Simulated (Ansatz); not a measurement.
## K4NaBr2Cl3: complex band structure

A new crystal, K4NaBr2Cl3: structure, gap and complex bands. It is built by putting Br for part of the Cl in the K4NaCl5 structure of space group I4/mmm, with the volume rescaled by atomic radii. The parent structure comes from the Materials Project.

Calculated with Ansatz 0.2.0; r2SCAN DFT, plane waves, PAW files, in the first sound run; inputs show where later runs differ.

The structure was built from a prototype and need not be the compound's stable phase.

### 1. Starting point

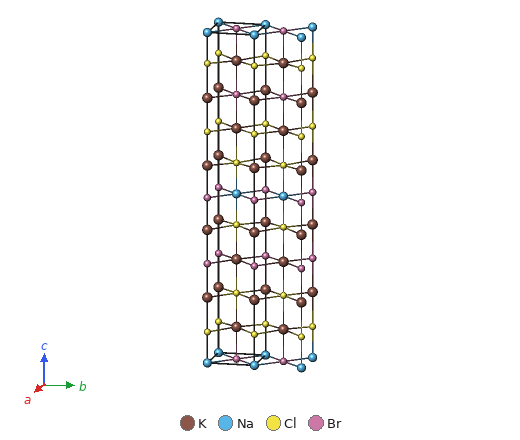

Start, viewed slightly off an axis; potassium brown, sodium blue, chlorine yellow, bromine pink. 1×2×1 cells are drawn. This picture shows the conventional cell, with its axes. Some periodic images of atoms are drawn too.

### 2. Cell and atoms at rest

The substituted atoms don't fit the parent's cell, so cell and atoms relax together. A small smearing keeps the run stable in case the gap closes on the way.

Input file input.yaml:

```yaml
crystal:
  lattice:
    - [-2.2486874546, 2.2486874546, 15.750321536]
    - [2.2486874546, -2.2486874546, 15.750321536]
    - [2.2486874546, 2.2486874546, -15.750321536]
  atoms:
    - { symbol: K, position: [0.402738, 0.402738, 0.0] }
    - { symbol: K, position: [0.801811, 0.801811, 0.0] }
    - { symbol: K, position: [0.198189, 0.198189, 0.0] }
    - { symbol: K, position: [0.597262, 0.597262, 0.0] }
    - { symbol: Na, position: [0.0, 0.0, 0.0] }
    - { symbol: Cl, position: [0.093701, 0.093701, 0.0] }
    - { symbol: Br, position: [0.5, 0.5, 0.0] }
    - { symbol: Cl, position: [0.906299, 0.906299, 0.0] }
    - { symbol: Br, position: [0.300346, 0.300346, 0.0] }
    - { symbol: Cl, position: [0.699654, 0.699654, 0.0] }
kpoints:
  mp_grid: { grid: [6, 6, 6] }
scf:
  occupations: { method: gaussian, width: 0.03 }
hamiltonian:
  xc: r2scan
output:
  forces: true
  stress: true
relax:
  f_tol: 0.02
  max_steps: 60
  cell: {}
```

Started as:

```sh
$ ansatz run input.yaml --threads 2 --pin off --max-ram 4096MiB --backend cpu --events-out ev --progress --plain --runs-dir out
```

Numbers of over 12 decimals in the logs are rounded to 6 here.

Log:

```text
basis.fft_grid_basis auto: the FFT boxes are laid along the combinations [[1, 0, 1], [0, 1, 1], [0, 0, 1]] of the cell's own vectors, 4.497, 4.497 and 16.068 Å long. The dense box has 36×36×120 points. Along the cell's own vectors, as sized, it would have 120×120×120, 11.11 times as many. Of the 8 symmetry operations that the crystal satisfies within crystal.symmetry.tolerance (time reversal apart; of a slab, those t [...]
Engine: ansatz 0.2.0, aarch64-unknown-linux-gnu
Pseudopotentials: kind: paw
Pseudopotential: K, paw, valence charge 9, recommended cutoff 500 eV (meta_gga), K.paw.azcp
Pseudopotential: Na, paw, valence charge 9, recommended cutoff 500 eV (meta_gga), Na.paw.azcp
Pseudopotential: Cl, paw, valence charge 7, recommended cutoff 500 eV (meta_gga), Cl.paw.azcp
Pseudopotential: Br, paw, valence charge 7, recommended cutoff 500 eV (meta_gga), Br.paw.azcp
Functional definition: r2SCAN
  parameter k0 = 0.174
  parameter k1 = 0.065
  parameter a1 = 4.9479
  exchange = r2scan_x(k0 = k0, k1 = k1, a1 = a1)
  correlation = r2scan_c
Crystal: 10 atoms, lattice volume = 318.572 Å³
Basis set: ecut = 500 eV, 8133 PW (Γ), FFT grids on a1+a3, a2+a3, a3, exchange–correlation on 144×144×480 points (64 copies of the dense FFT grid, shifted against one another)
Bands: 50, of which v1, the nominal top of the filled ones, is band 40 counted from 1 (39 counted from 0)
Symmetry: 8 space group operations
Space group: I4mm (ITA 107), of the structure as read, at distance tolerance 6.8e-5 Å
k-points: 30 of 216 (time reversal used)
Non-local potential: K, projectors of the file, l = 0: 3, l = 1: 2, l = 2: 2
Non-local potential: Na, projectors of the file, l = 0: 3, l = 1: 2, l = 2: 1
Non-local potential: Cl, projectors of the file, l = 0: 2, l = 1: 2, l = 2: 2
Non-local potential: Br, projectors of the file, l = 0: 2, l = 1: 2, l = 2: 2
PAW form: soft (Blöchl's): semilocal exchange-correlation on the pseudo side does not see the compensation charge
PAW frozen core: K, regenerated for the run's functional (the file was generated under x = pbe(κ = 0.804, μ = 0.219515), c = pbe(β = 0.066725))
PAW frozen core: Na, regenerated for the run's functional (the file was generated under x = pbe(κ = 0.804, μ = 0.219515), c = pbe(β = 0.066725))
PAW frozen core: Cl, regenerated for the run's functional (the file was generated under x = pbe(κ = 0.804, μ = 0.219515), c = pbe(β = 0.066725))
PAW frozen core: Br, regenerated for the run's functional (the file was generated under x = pbe(κ = 0.804, μ = 0.219515), c = pbe(β = 0.066725))
PAW one-centre angular grid: K, 302 points (default); XC on 160 Gauss nodes
PAW one-centre angular grid: Na, 302 points (default); XC on 339 of its mesh's 2595 points in the sphere
PAW one-centre angular grid: Cl, 302 points (default); XC on 160 Gauss nodes
PAW one-centre angular grid: Br, 302 points (default); XC on 160 Gauss nodes
Initial density: superposition of atomic densities (neutral atoms: chi_scale 0, normalization atom), corrected by the library's trained network
Initial wavefunctions: pseudopotential atomic-orbital guess
Functional: x = r2scan, c = r2scan; τ floored in thin density (d = 2e-4 eV/Å³)
SCF iter   1: F=—  HF=-16515.519696 eV  |F-HF|=—  |Δ(HF+E_count)|=         —  Δρ=3.97e-3  dr2=3.20e-2  dr2_τ=9.40e-3  ethr=1.77e-3  ⟨swp⟩=12.4  Hψ=7531  notcnv=0  defer=4
preconditioner: auto → Resta (q_TF=auto, 2.167 Å⁻¹)  ε∞=2.3  [insulator: Δε(μ)=5.335 eV  Ē_g=14.501 eV  σ=0.030 eV  W_gap=1.00  n_scr=62 (ndim 8)  ℏωp=16.6 eV  f_vac=0.076  D(μ)=0.00/eV (n_scr^D=0)  ε∞_Penn≈2.3]
SCF iter   2: F=—  HF=-16515.591812 eV  |F-HF|=—  |Δ(HF+E_count)|=   7.21e-2  Δρ=1.66e-3  dr2=5.08e-3  dr2_τ=4.42e-4  ethr=4.00e-5  ⟨swp⟩=3.7  Hψ=3425  notcnv=0  defer=86
SCF iter   3: F=—  HF=-16515.591604 eV  |F-HF|=—  |Δ(HF+E_count)|=   2.09e-4  Δρ=3.96e-4  dr2=3.64e-4  dr2_τ=2.14e-5  ethr=6.35e-6  ⟨swp⟩=2.2  Hψ=2833  notcnv=0  defer=56
automatic band count: iteration 3 solves 49 bands in place of 50: the levels show a gap, and the empty bands left out lie too high to hold charge; the band table lists the bands solved (type scf.n_extra_bands for more)
SCF iter   4: F=—  HF=-16515.591681 eV  |F-HF|=—  |Δ(HF+E_count)|=   7.74e-5  Δρ=6.32e-5  dr2=1.31e-5  dr2_τ=2.86e-6  ethr=4.55e-7  ⟨swp⟩=2.9  Hψ=2550  notcnv=0  defer=56
SCF iter   5: F=—  HF=-16515.591760 eV  |F-HF|=—  |Δ(HF+E_count)|=   7.85e-5  Δρ=1.57e-5  dr2=9.83e-7  dr2_τ=1.92e-7  ethr=1.64e-8  ⟨swp⟩=2.0  Hψ=2412  notcnv=0  defer=56
SCF iter   6: F=-16515.591760 eV  HF=-16515.591760 eV  |F-HF|=4.15e-8  |Δ(HF+E_count)|=   4.09e-7  Δρ=4.44e-6  dr2=8.17e-8  dr2_τ=1.01e-8  ethr=1.25e-10  ⟨swp⟩=5.0  Hψ=5312  notcnv=0
SCF 1 converged in 6 iterations: F = -16515.591760 eV  dr2 = 8.17e-8
  greatest PAW one-centre occupation: 1.000 electrons in one spin orbital (limit 2), on the Na atom at site 4 (counted from 0), in its partial waves of l = 0
relax step   1: F+E_penalty+E_count = -16515.59176002 eV  Δ(F+E_penalty+E_count) = +0.000e0 eV  max|allowed force component| = 2.437e-1 eV/Å  Δτ_max = 0.0000 Å  P = -0.184 GPa  Ω = 318.572 Å³  (6 SCF iters, dr2 threshold 1.00e-7 eV, accepted)
Crystal: 10 atoms, lattice volume = 316.091 Å³
Basis set: ecut = 500 eV, 8093 PW (Γ), FFT grids on a1+a3, a2+a3, a3, exchange–correlation on 144×144×480 points (64 copies of the dense FFT grid, shifted against one another)
Initial density: handed on by an earlier stage of this run
Initial wavefunctions: those handed on with the density
iter 1 solved again at ethr=1.04e-4 eV; its pass at ethr=3.10e-3 eV (dr2=8.35e-2 eV) is discarded
SCF iter   1: F=—  HF=-16515.699903 eV  |F-HF|=—  |Δ(HF+E_count)|=         —  Δρ=3.63e-3  dr2=8.67e-2  dr2_τ=6.85e-1  ethr=1.04e-4  ⟨swp⟩=2.4  Hψ=6813  notcnv=0
automatic band count: iteration 1 solves 46 bands in place of 50: the levels show a gap, and the empty bands left out lie too high to hold charge; the band table lists the bands solved (type scf.n_extra_bands for more)
preconditioner: auto → Resta (q_TF=auto, 2.170 Å⁻¹)  ε∞=2.4  [insulator: Δε(μ)=5.066 eV  Ē_g=13.945 eV  σ=0.030 eV  W_gap=1.00  n_scr=62 (ndim 8)  ℏωp=16.7 eV  f_vac=0.073  D(μ)=0.00/eV (n_scr^D=0)  ε∞_Penn≈2.4]
SCF iter   2: F=—  HF=-16515.614559 eV  |F-HF|=—  |Δ(HF+E_count)|=   8.53e-2  Δρ=1.16e-3  dr2=4.74e-3  dr2_τ=1.21e-3  ethr=1.04e-4  ⟨swp⟩=3.6  Hψ=2929  notcnv=0
SCF iter   3: F=—  HF=-16515.613427 eV  |F-HF|=—  |Δ(HF+E_count)|=   1.13e-3  Δρ=4.35e-4  dr2=3.69e-4  dr2_τ=2.76e-5  ethr=5.92e-6  ⟨swp⟩=2.0  Hψ=2364  notcnv=0
[...]
relax step   2: F+E_penalty+E_count = -16515.61352318 eV  Δ(F+E_penalty+E_count) = -2.176e-2 eV  max|allowed force component| = 9.346e-2 eV/Å  Δτ_max = 0.0960 Å  P = -0.136 GPa  Ω = 316.091 Å³  energy of the carried Pulay correction = +2.215e-4 eV  (6 SCF iters, dr2 threshold 1.00e-6 eV, accepted)
Crystal: 10 atoms, lattice volume = 314.080 Å³
Basis set: ecut = 500 eV, 8037 PW (Γ), FFT grids on a1+a3, a2+a3, a3, exchange–correlation on 144×144×480 points (64 copies of the dense FFT grid, shifted against one another)
iter 1 solved again at ethr=4.21e-6 eV; its pass at ethr=3.10e-3 eV (dr2=3.37e-3 eV) is discarded
SCF iter   1: F=—  HF=-16515.608823 eV  |F-HF|=—  |Δ(HF+E_count)|=         —  Δρ=1.05e-3  dr2=2.99e-3  dr2_τ=4.34e-2  ethr=4.21e-6  ⟨swp⟩=2.2  Hψ=6288  notcnv=0
automatic band count: iteration 1 solves 46 bands in place of 50: the levels show a gap, and the empty bands left out lie too high to hold charge; the band table lists the bands solved (type scf.n_extra_bands for more)
preconditioner: auto → Resta (q_TF=auto, 2.172 Å⁻¹)  ε∞=2.4  [insulator: Δε(μ)=5.201 eV  Ē_g=13.993 eV  σ=0.030 eV  W_gap=1.00  n_scr=62 (ndim 8)  ℏωp=16.8 eV  f_vac=0.071  D(μ)=0.00/eV (n_scr^D=0)  ε∞_Penn≈2.4]
SCF iter   2: F=—  HF=-16515.618036 eV  |F-HF|=—  |Δ(HF+E_count)|=   9.21e-3  Δρ=5.00e-4  dr2=6.34e-4  dr2_τ=6.46e-5  ethr=3.73e-6  ⟨swp⟩=2.6  Hψ=2798  notcnv=0
SCF iter   3: F=—  HF=-16515.617857 eV  |F-HF|=—  |Δ(HF+E_count)|=   1.78e-4  Δρ=1.52e-4  dr2=5.56e-5  dr2_τ=1.10e-5  ethr=7.93e-7  ⟨swp⟩=2.0  Hψ=2236  notcnv=0
SCF iter   4: F=—  HF=-16515.617944 eV  |F-HF|=—  |Δ(HF+E_count)|=   8.66e-5  Δρ=4.06e-5  dr2=5.11e-6  dr2_τ=3.74e-7  ethr=6.95e-8  ⟨swp⟩=2.0  Hψ=2498  notcnv=0
SCF iter   5: F=-16515.617947 eV  HF=-16515.617947 eV  |F-HF|=1.76e-7  |Δ(HF+E_count)|=   3.33e-6  Δρ=8.70e-6  dr2=2.59e-7  dr2_τ=2.00e-8  ethr=6.82e-10  ⟨swp⟩=3.0  Hψ=6100  notcnv=0
SCF 3 converged in 5 iterations: F = -16515.617947 eV  dr2 = 2.59e-7
relax step   3: F+E_penalty+E_count = -16515.61794736 eV  Δ(F+E_penalty+E_count) = -4.424e-3 eV  max|allowed force component| = 2.118e-2 eV/Å  Δτ_max = 0.0349 Å  P = -0.007 GPa  Ω = 314.080 Å³  energy of the carried Pulay correction = +4.023e-4 eV  (5 SCF iters, dr2 threshold 5.46e-7 eV, accepted)
[...]
relax step   4: F+E_penalty+E_count = -16515.61838709 eV  Δ(F+E_penalty+E_count) = -4.397e-4 eV  max|allowed force component| = 5.787e-3 eV/Å  Δτ_max = 0.0096 Å  P = +0.011 GPa  Ω = 313.869 Å³  energy of the carried Pulay correction = +4.214e-4 eV  (5 SCF iters, dr2 threshold 2.80e-8 eV, accepted)
Initial wavefunctions: pseudopotential atomic-orbital guess (no wavefunctions were taken with the density)
iter 1 solved again at ethr=2.55e-7 eV; its pass at ethr=3.10e-3 eV (dr2=2.04e-4 eV) is discarded
SCF iter   1: F=—  HF=-16515.617892 eV  |F-HF|=—  |Δ(HF+E_count)|=         —  Δρ=1.67e-5  dr2=8.93e-8  dr2_τ=4.44e-7  ethr=2.55e-7  ⟨swp⟩=3.7  Hψ=11811  notcnv=0
eigensolver tolerance schedule: the retry pair's looser diagonalisation over-reported the residual by 2287.71 of it (diagonalisation noise at 0.23 of the residual, at the tolerance the schedule requests for it); recorded, not acted on — ethr = c·dr2/N_el stays at c = 1.0e-1
preconditioner: auto → Resta (q_TF=auto, 2.172 Å⁻¹)  ε∞=2.3  [insulator: Δε(μ)=5.222 eV  Ē_g=14.484 eV  σ=0.030 eV  W_gap=1.00  n_scr=62 (ndim 8)  ℏωp=16.8 eV  f_vac=0.072  D(μ)=0.00/eV (n_scr^D=0)  ε∞_Penn≈2.3]
SCF iter   2: F=—  HF=-16515.617967 eV  |F-HF|=—  |Δ(HF+E_count)|=   7.41e-5  Δρ=8.95e-6  dr2=2.69e-8  dr2_τ=3.51e-8  ethr=1.12e-10  ⟨swp⟩=3.7  Hψ=3891  notcnv=0
SCF iter   3: F=—  HF=-16515.617967 eV  |F-HF|=—  |Δ(HF+E_count)|=   1.17e-7  Δρ=6.10e-7  dr2=9.97e-10  dr2_τ=5.40e-10  ethr=3.36e-11  ⟨swp⟩=2.0  Hψ=2670  notcnv=0
SCF iter   4: F=—  HF=-16515.617967 eV  |F-HF|=—  |Δ(HF+E_count)|=  5.46e-11  Δρ=2.52e-7  dr2=1.27e-10  dr2_τ=5.02e-11  ethr=1.25e-12  ⟨swp⟩=2.0  Hψ=2455  notcnv=0
SCF iter   5: F=-16515.617967 eV  HF=-16515.617967 eV  |F-HF|=3.64e-12  |Δ(HF+E_count)|=  9.46e-11  Δρ=3.61e-8  dr2=5.58e-12  dr2_τ=2.66e-12  ethr=1.00e-12  ⟨swp⟩=4.0  Hψ=4979  notcnv=0
SCF 5 converged in 5 iterations: F = -16515.617967 eV  dr2 = 5.58e-12
relax step   5: F+E_penalty+E_count = -16515.61796668 eV  Δ(F+E_penalty+E_count) = +4.204e-4 eV  max|allowed force component| = 5.773e-3 eV/Å  Δτ_max = 0.0000 Å  P = +0.010 GPa  Ω = 313.869 Å³  stress off target by 4.60e-2 GPa  SCF on the basis re-selected at this cell (its energy is not comparable with the rows above)  (5 SCF iters)
basis re-selected at this cell: Δ(F+E_penalty+E_count) = +4.204e-4 eV, ΔP = -0.000 GPa vs the last step (what re-selecting the basis moved, of the pressure what is left beyond the Pulay correction that the steps carried, after the strain that the cell walked since its last selection, with what the two solves' SCF thresholds leave and, on support functions, any second-order correction that the steps lacked; it is no m [...]
SCF converged after 5 iterations
Free energy (F): -16515.617967 eV
Harris-Foulkes:  -16515.617967 eV  (|F-HF|=3.64e-12)
Internal energy: -16515.617967 eV  (E = F + TS)
E sigma→0 (E₀):  -16515.617967 eV
Fermi energy:    3.340059 eV
--- Per-component energies (eV) ---
  E_band       = -828.616907
  E_kinetic    = 1891.925396
  E_local      = -4950.965210  (includes V_loc(G=0)·N_el)
  E_nonlocal   = 390.613646
  E_hartree    = 1678.888454
  E_xc         = -1390.856484
  E_vxc        = -1440.560690  (∫ρ·V_xc dr)
  E_paw        = -9959.283403  (= ΣΔE_a)
  E_vpaw       = -160.853262  (= ΣTr[D̂ρ^β])
  E_aug_tail   = 0.000101  (compensation charges beyond the density's cutoff)
  E_vtau       = 83.446221  (kinetic-family band-sum trace: ∫τ·v_τ [+ j·A + Jᵃ·Aᵃ] dr)
  E_ewald      = -4174.403852
  E_core_change = -1.536615  (= ΣΔE_core)
  E_smearing   = -0.000000  (= −TS)
  E_closure    = 0.000000  (closes the sum)
  Σ components = -16515.617967   (vs F -16515.617967, Δ=0.00e0)
--- Forces (eV/Å), atoms counted from 1 ---
  atom   1  K      0.00000000     0.00000000    -0.00223452
  atom   2  K      0.00000000     0.00000000    -0.00138422
  atom   3  K     -0.00000000    -0.00000000     0.00303745
  atom   4  K      0.00000000    -0.00000000     0.00087675
  atom   5  Na     0.00000000     0.00000000     0.00074773
  atom   6  Cl     0.00000000    -0.00000000     0.00276940
  atom   7  Br    -0.00000000    -0.00000000    -0.00026950
  atom   8  Cl    -0.00000000     0.00000000    -0.00583320
  atom   9  Br     0.00000000     0.00000000     0.00126203
  atom  10  Cl    -0.00000000     0.00000000     0.00042453
  max |Σ_I F_I| component: 6.04e-4 eV/Å
--- Stress (GPa, compression-positive) ---
       -0.007832       0.000000      -0.000000
        0.000000      -0.007832       0.000000
       -0.000000      -0.000000       0.046030
  P = ⅓ Tr σ = 0.0101 GPa (0.101 kbar)
--- Relaxed structure (4 steps of the walk, 4 accepted, 1 SCFs on fresh bases) ---
  F+E_penalty+E_count = -16515.61796668 eV   max|allowed force component| = 5.773e-3 eV/Å   (the final SCF, on the basis selected at the relaxed cell)
  cell:  # Å, volume = 313.8687 Å³
    - [-2.231539, 2.231539, 15.757198]
    - [2.231539, -2.231539, 15.757198]
    - [2.231539, 2.231539, -15.757198]
  atoms:
    - { symbol: K, position: [0.402048, 0.402048, -2.500323763083673e-18] }
    - { symbol: K, position: [0.801578, 0.801578, -3.429002030728208e-18] }
    - { symbol: K, position: [0.195542, 0.195542, -4.3608769274137065e-18] }
    - { symbol: K, position: [0.600315, 0.600315, 1.8230572481665598e-18] }
    - { symbol: Na, position: [0.00046142, 0.00046142, 6.261292745214584e-19] }
    - { symbol: Cl, position: [0.094840, 0.094840, 1.1821240828378516e-18] }
    - { symbol: Br, position: [0.501036, 0.501036, -5.351711929945929e-19] }
    - { symbol: Cl, position: [0.905743, 0.905743, -4.274190841685386e-18] }
    - { symbol: Br, position: [0.299136, 0.299136, -2.8084374491735284e-18] }
    - { symbol: Cl, position: [0.699300, 0.699300, -3.1968604362710054e-18] }
```

Wall time 3.1 min (2 threads of Arm Neoverse V1, shared host); peak memory 1.2 GiB.

Step by step:

```
step  energy less that of the first step (eV)  largest force component (eV/Å)  pressure (GPa)  volume (Å³)
   1                                   0.0000                          0.2437           -0.18       318.57
   2                                  -0.0218                          0.0935           -0.14       316.09
   3                                  -0.0262                          0.0212           -0.01       314.08
   4                                  -0.0266                          0.0058            0.01       313.87
  5*                                  -0.0262                          0.0058            0.01       313.87
```

Relaxation steps marked * repeat the geometry before them on a plane-wave basis chosen anew for their cell, so energy and pressure can jump there.

The run keeps the 8 symmetry operations that it works with, so distortions that break them were not tested.

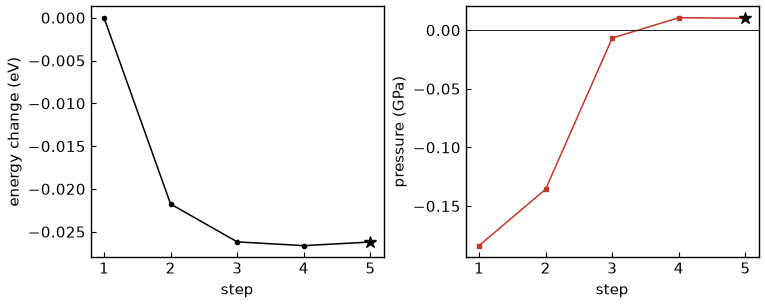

Energy and pressure along the relaxation. Stars mark steps on a basis chosen anew.

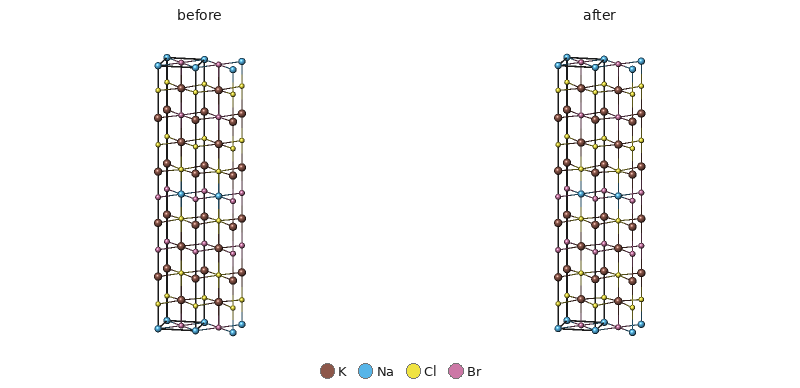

The structure before and after the relaxation, drawn at the same scale.

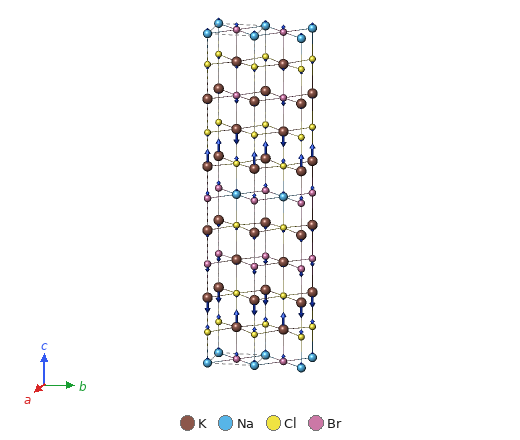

Displacements in the relaxation, exaggerated, measured against the changing cell; the longest in the cell stands for 0.10 Å. 1×2×1 conventional cells are drawn. Some periodic images of atoms are drawn too.

```
conventional cell, symmetrised  before   after  change
                         a (Å)   4.497   4.463  -0.8 %
                         b (Å)   4.497   4.463  -0.8 %
                         c (Å)  31.501  31.514  +0.0 %
              volume (Å³/atom)   31.86   31.39  -1.5 %
```

The atoms that moved most (Å, as changes of fractional coordinates times the final cell):

```
atom     dx     dy      dz  length
  K4  0.000  0.000   0.096   0.096
  K3  0.000  0.000  -0.083   0.083
 Br9  0.000  0.000  -0.038   0.038
 Cl6  0.000  0.000   0.036   0.036
 Br7  0.000  0.000   0.033   0.033
  K1  0.000  0.000  -0.022   0.022
 Cl8  0.000  0.000  -0.018   0.018
 Na5  0.000  0.000   0.015   0.015
```

Numbers from this step:

```yaml
free_energy: -16515.6180 eV
fermi_energy: 3.340 eV
pressure: 0.01012 GPa
```

The largest force component on a free atom ends at 0.0058 eV/Å.

(Part 1 of 3 ends here.)

[Logs are printed without paths, hosts, clocks, repeated set-up lines and the standing remarks that a program may print on its own settings, such as how far it seeks lower states.]

[Hosts, paths, dates, database ids (printed as entryN), source tags and the programs' standing remarks are cut or masked in the printed files.]

[New means built here by substitution; the compound itself may be known and measured.]
